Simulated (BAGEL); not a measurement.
# B3LYP/6-31G(d) (density fitting with cc-pvqz-jkfit, spherical functions) run of C4H12Ge (tetramethylgermane)

What is the energy change on altering one bond length of C4H12Ge (tetramethylgermane) at B3LYP/6-31G* (density fitting with cc-pvqz-jkfit, spherical functions)? 

The calculation is run with BAGEL 1.2.2.

## Step 1: The molecule

C4H12Ge has 17 atoms, charge 0, and is taken as a singlet. As SMILES, `[CH3][Ge]([CH3])([CH3])[CH3]`. Geometry: relaxed at PBE0-D4/def2-TZVP.

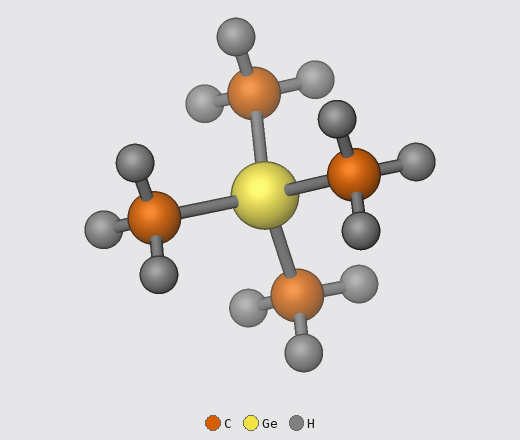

Viewed from a chosen angle; carbon orange, germanium yellow, hydrogen grey.

## Step 2: A single-point energy at B3LYP/6-31G(d) (density fitting with cc-pvqz-jkfit, spherical functions)

input.json reads:

```json
{ "bagel": [

{
  "title": "molecule",
  "basis": "6-31gs.json",
  "df_basis": "cc-pvqz-jkfit",
  "angstrom": "true",
  "geometry": [
    { "atom": "C", "xyz": [      -0.367480,       0.718160,      -1.784830 ] },
    { "atom": "Ge", "xyz": [      -0.000050,       0.000060,       0.000040 ] },
    { "atom": "C", "xyz": [       1.899890,       0.229070,       0.417460 ] },
    { "atom": "C", "xyz": [      -0.452680,      -1.905120,       0.043200 ] },
    { "atom": "C", "xyz": [      -1.079730,       0.957890,       1.324170 ] },
    { "atom": "H", "xyz": [      -0.121990,       1.781080,      -1.830470 ] },
    { "atom": "H", "xyz": [       0.225690,       0.197440,      -2.539250 ] },
    { "atom": "H", "xyz": [      -1.422960,       0.599720,      -2.037950 ] },
    { "atom": "H", "xyz": [       2.126410,      -0.165000,       1.410210 ] },
    { "atom": "H", "xyz": [       2.173880,       1.285800,       0.398230 ] },
    { "atom": "H", "xyz": [       2.520450,      -0.298470,      -0.309700 ] },
    { "atom": "H", "xyz": [      -0.254160,      -2.325970,       1.030950 ] },
    { "atom": "H", "xyz": [       0.138530,      -2.458280,      -0.689380 ] },
    { "atom": "H", "xyz": [      -1.509500,      -2.055290,      -0.186490 ] },
    { "atom": "H", "xyz": [      -2.144060,       0.843090,       1.109260 ] },
    { "atom": "H", "xyz": [      -0.889920,       0.572200,       2.327840 ] },
    { "atom": "H", "xyz": [      -0.842310,       2.023590,       1.316720 ] }
  ]
},

{
  "title": "ks",
  "xc_func": "b3lyp"
},

{
  "title": "print",
  "file": "orbitals.molden",
  "orbitals": "true"
}

]}
```

The basis set 6-31G* is read from a file made from the Basis Set Exchange's data (not shown).

Command:

```
BAGEL_NUM_THREADS=1 BAGEL input.json > input.out
```

The log of the run:

```text
* using 1 threads per process

  ===============================================================
  ===============================================================

  *** Geometry ***

  { "atom" : "C", "xyz" : [     -0.694437,      1.357126,     -3.372840 ] },
  { "atom" : "Ge", "xyz" : [     -0.000094,      0.000113,      0.000076 ] },
  { "atom" : "C", "xyz" : [      3.590272,      0.432880,      0.788885 ] },
  { "atom" : "C", "xyz" : [     -0.855441,     -3.600155,      0.081636 ] },
  { "atom" : "C", "xyz" : [     -2.040394,      1.810150,      2.502319 ] },
  { "atom" : "H", "xyz" : [     -0.230528,      3.365753,     -3.459087 ] },
  { "atom" : "H", "xyz" : [      0.426492,      0.373108,     -4.798487 ] },
  { "atom" : "H", "xyz" : [     -2.689005,      1.133307,     -3.851167 ] },
  { "atom" : "H", "xyz" : [      4.018333,     -0.311805,      2.664911 ] },
  { "atom" : "H", "xyz" : [      4.108038,      2.429810,      0.752546 ] },
  { "atom" : "H", "xyz" : [      4.762960,     -0.564027,     -0.585248 ] },
  { "atom" : "H", "xyz" : [     -0.480293,     -4.395446,      1.948213 ] },
  { "atom" : "H", "xyz" : [      0.261784,     -4.645476,     -1.302739 ] },
  { "atom" : "H", "xyz" : [     -2.852542,     -3.883935,     -0.352415 ] },
  { "atom" : "H", "xyz" : [     -4.051686,      1.593209,      2.096198 ] },
  { "atom" : "H", "xyz" : [     -1.681705,      1.081301,      4.398980 ] },
  { "atom" : "H", "xyz" : [     -1.591735,      3.824031,      2.488240 ] },

  Number of auxiliary basis functions:     1254

  Since a DF basis is specified, we compute 2- and 3-index integrals:
    o Being stored without compression. Storage requirement is 0.126 GB

  Number of basis functions:      112
  Number of electrons      :       68

    * METHOD: MOLECULE                             2.39

  *** Kohn-Sham DFT ***

    * Removing 35367 points whose weight is below 1.00e-10
    * Grid points: 218035

  === Nuclear Repulsion ===
   399.9948984814

       - DIIS with orbital gradients will be used.

  === KS iteration (b3lyp / 6-31gs.json) ===
      0      -2101.38878665          0.09646955           1.62
      1      -1955.96579485          0.15787284           1.57
      2      -2097.27069623          0.08805806           1.51
      3      -2151.06103065          0.14325592           1.64
      4      -2149.30827294          0.13978750           1.51
      5      -2150.00237146          0.13921242           1.65
      6      -2149.66495733          0.13946897           1.52
      7      -2141.31860178          0.15569170           1.61
      8      -2106.31173247          0.12167510           1.49
      9      -2222.18985724          0.08859378           1.70
     10      -2147.42788699          0.18401757           1.63
     11      -2137.72565646          0.15857916           1.64
     12      -2135.85110331          0.14722881           1.55
     13      -2145.10193758          0.15616889           1.65
     14      -2193.56818151          0.17742544           1.64
     15      -2124.21014781          0.17962299           1.59
     16      -2223.96083278          0.11527304           1.59
     17      -2229.91070385          0.07730873           1.61
     18      -2234.37460701          0.04763445           1.65
     19      -2234.95165274          0.05275159           1.38
     20      -2236.21323060          0.01432754           1.48
     21      -2236.41885238          0.00414412           1.66
     22      -2236.43510020          0.00065579           1.54
     23      -2236.43552464          0.00011268           1.62
     24      -2236.43553376          0.00004450           1.60
     25      -2236.43553559          0.00001380           1.45
     26      -2236.43553578          0.00000257           1.61
     27      -2236.43553578          0.00000185           1.66
     28      -2236.43553579          0.00000023           1.64
     29      -2236.43553579          0.00000011           1.57
     30      -2236.43553579          0.00000002           1.48
     31      -2236.43553579          0.00000001           1.55
    * SCF iteration converged.

    * Permanent dipole moment:
           (    0.000104,    -0.000189,    -0.000062) a.u.

    * METHOD: KS                                  52.59

    * METHOD: PRINT                                0.02

  ===============================================================
```

Wall time 55 s (1 thread of Arm Neoverse V2, shared host); peak memory 1.2 GiB.

## Step 3: The distorted shape

input.json reads:

```json
{ "bagel" : [

{
  "title" : "molecule",
  "basis" : "6-31gs.json",
  "df_basis" : "cc-pvqz-jkfit",
  "angstrom" : "true",
  "geometry" : [
    { "atom" : "C", "xyz" : [       0.478011,       0.838301,      -1.601070 ] },
    { "atom" : "Ge", "xyz" : [       0.845441,       0.120201,       0.183800 ] },
    { "atom" : "C", "xyz" : [       2.745381,       0.349211,       0.601220 ] },
    { "atom" : "C", "xyz" : [       0.392811,      -1.784979,       0.226960 ] },
    { "atom" : "C", "xyz" : [      -0.234239,       1.078031,       1.507930 ] },
    { "atom" : "H", "xyz" : [       0.723501,       1.901221,      -1.646710 ] },
    { "atom" : "H", "xyz" : [       1.071181,       0.317581,      -2.355490 ] },
    { "atom" : "H", "xyz" : [      -0.577469,       0.719861,      -1.854190 ] },
    { "atom" : "H", "xyz" : [       2.971901,      -0.044859,       1.593970 ] },
    { "atom" : "H", "xyz" : [       3.019371,       1.405941,       0.581990 ] },
    { "atom" : "H", "xyz" : [       3.365941,      -0.178329,      -0.125940 ] },
    { "atom" : "H", "xyz" : [       0.591331,      -2.205829,       1.214710 ] },
    { "atom" : "H", "xyz" : [       0.984021,      -2.338139,      -0.505620 ] },
    { "atom" : "H", "xyz" : [      -1.509500,      -2.055290,      -0.186490 ] },
    { "atom" : "H", "xyz" : [      -1.298569,       0.963231,       1.293020 ] },
    { "atom" : "H", "xyz" : [      -0.044429,       0.692341,       2.511600 ] },
    { "atom" : "H", "xyz" : [       0.003181,       2.143731,       1.500480 ] }
  ]
},

{
  "title" : "ks",
  "xc_func" : "b3lyp"
},

{
  "title" : "print",
  "file" : "orbitals.molden",
  "orbitals" : "true"
}

]}
```

The basis set 6-31G* is read from a file made from the Basis Set Exchange's data (not shown).

Command:

```
BAGEL_NUM_THREADS=1 BAGEL input.json > input.out
```

The log of the run:

```text
* using 1 threads per process

  ===============================================================
  ===============================================================

  *** Geometry ***

  { "atom" : "C", "xyz" : [      0.903310,      1.584159,     -3.025584 ] },
  { "atom" : "Ge", "xyz" : [      1.597652,      0.227147,      0.347332 ] },
  { "atom" : "C", "xyz" : [      5.188018,      0.659913,      1.136141 ] },
  { "atom" : "C", "xyz" : [      0.742305,     -3.373121,      0.428892 ] },
  { "atom" : "C", "xyz" : [     -0.442648,      2.037183,      2.849575 ] },
  { "atom" : "H", "xyz" : [      1.367219,      3.592787,     -3.111831 ] },
  { "atom" : "H", "xyz" : [      2.024239,      0.600141,     -4.451231 ] },
  { "atom" : "H", "xyz" : [     -1.091258,      1.360340,     -3.503911 ] },
  { "atom" : "H", "xyz" : [      5.616079,     -0.084771,      3.012167 ] },
  { "atom" : "H", "xyz" : [      5.705784,      2.656843,      1.099802 ] },
  { "atom" : "H", "xyz" : [      6.360707,     -0.336993,     -0.237992 ] },
  { "atom" : "H", "xyz" : [      1.117454,     -4.168413,      2.295469 ] },
  { "atom" : "H", "xyz" : [      1.859530,     -4.418442,     -0.955483 ] },
  { "atom" : "H", "xyz" : [     -2.852542,     -3.883935,     -0.352415 ] },
  { "atom" : "H", "xyz" : [     -2.453940,      1.820243,      2.443454 ] },
  { "atom" : "H", "xyz" : [     -0.083959,      1.308335,      4.746236 ] },
  { "atom" : "H", "xyz" : [      0.006011,      4.051064,      2.835496 ] },

  Number of auxiliary basis functions:     1254

  Since a DF basis is specified, we compute 2- and 3-index integrals:
    o Being stored without compression. Storage requirement is 0.126 GB

  Number of basis functions:      112
  Number of electrons      :       68

    * METHOD: MOLECULE                             2.31

  *** Kohn-Sham DFT ***

    * Removing 34421 points whose weight is below 1.00e-10
    * Grid points: 218981

  === Nuclear Repulsion ===
   396.7190768025

       - DIIS with orbital gradients will be used.

  === KS iteration (b3lyp / 6-31gs.json) ===
      0      -2101.39562164          0.09515480           1.61
      1      -1959.03208461          0.15805420           1.61
      2      -2097.76801265          0.08814447           1.60
      3      -2146.91702467          0.14329895           1.62
      4      -2148.89757154          0.14251097           1.61
      5      -2146.68305046          0.13779034           1.61
      6      -2150.79512863          0.13845354           1.57
      7      -2150.17039997          0.14140735           1.63
      8      -2110.57031156          0.13377420           1.61
      9      -2231.93191125          0.06812686           1.57
     10      -2233.40940623          0.05651897           1.67
     11      -2234.17379529          0.05890623           1.68
     12      -2235.51511202          0.03844005           1.68
     13      -2236.17915877          0.01244316           1.68
     14      -2236.24192703          0.00774987           1.66
     15      -2236.29174320          0.00435481           1.68
     16      -2236.31141599          0.00092107           1.55
     17      -2236.31216736          0.00024507           1.65
     18      -2236.31223842          0.00005036           1.67
     19      -2236.31224014          0.00004190           1.66
     20      -2236.31224133          0.00001396           1.65
     21      -2236.31224150          0.00000241           1.65
     22      -2236.31224151          0.00000133           1.65
     23      -2236.31224151          0.00000021           1.67
     24      -2236.31224151          0.00000015           1.65
     25      -2236.31224151          0.00000002           1.56
     26      -2236.31224151          0.00000001           1.65
    * SCF iteration converged.

    * Permanent dipole moment:
           (   -0.469151,    -0.151984,    -0.095510) a.u.

    * METHOD: KS                                  46.10

    * METHOD: PRINT                                0.02

  ===============================================================
```

Wall time 49 s (1 thread of Arm Neoverse V2, shared host); peak memory 1.2 GiB.

## Step 4: Outcome

Level: B3LYP/6-31G* (density fitting with cc-pvqz-jkfit, spherical functions).

| quantity | value |
| --- | --- |
| first shape: total energy | -2236.43554 Eh |
| first shape: dipole moment | 0.00 D |
| first shape: HOMO energy | -7.58 eV |
| first shape: LUMO energy | 1.82 eV |
| first shape: HOMO–LUMO gap | 9.41 eV |
| distorted shape: total energy | -2236.31224 Eh |
| distorted shape: dipole moment | 1.28 D |
| distorted shape: HOMO energy | -7.17 eV |
| distorted shape: LUMO energy | -1.56 eV |
| distorted shape: HOMO–LUMO gap | 5.61 eV |
| energy change with the C4–H14 bond stretched from 1.092 to 1.965 Å | 3.355 eV |

What this shows: With the C4–H14 bond stretched from 1.092 to 1.965 Å the energy rises by 3.36 eV (324 kJ/mol). The first shape isn't relaxed at this level, so the change isn't measured from a minimum. A restricted reference can't describe the breaking bond well at this length.
